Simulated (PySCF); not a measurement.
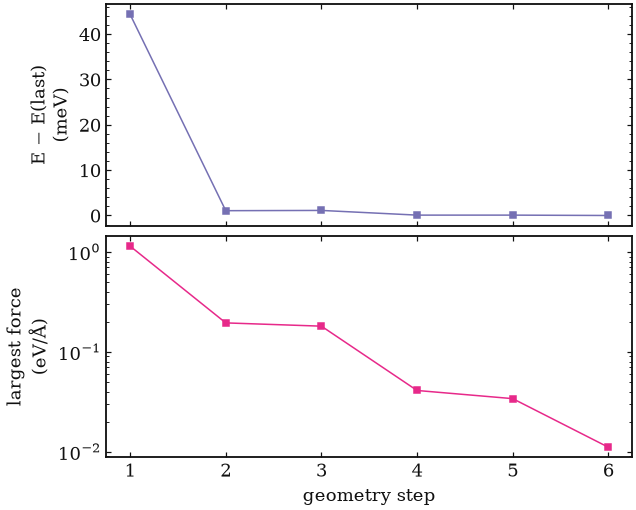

History of a geometry optimisation.

- system: C$_{6}$H$_{5}$N$_{3}$ (SMILES c1ccc2[nH]nnc2c1)
- method: PySCF 2.14.0, density fitting, PBE0-D3(BJ)/def2-SVP, geometry optimisation

Question: How did the optimisation end?

Answer: The optimisation met its thresholds at geometry 6, counting the start as the first. The energy fell by about 44 meV from the first step to the last. The largest force goes from about 1.1 eV/Å at the start to 0.011 eV/Å at the end.
